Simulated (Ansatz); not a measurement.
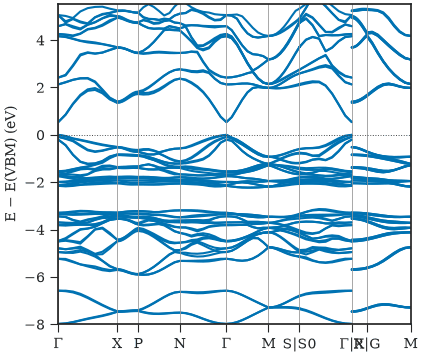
Band structure from r²SCAN with spin–orbit coupling (plane waves, PAW; program Ansatz)

Question: Read off the gap and where the band edges lie.

Answer: About 0.5 eV (0.54 eV by a search for the band edges); maximum at Γ, minimum at Γ.

The material is GaCuSe2 (chalcopyrite, space group No. 122).

Space group I-42d (chalcopyrite). Symmetry was held in the r²SCAN relaxation. No spin polarisation was allowed.

Potentials: the later of the program's two PAW sets.
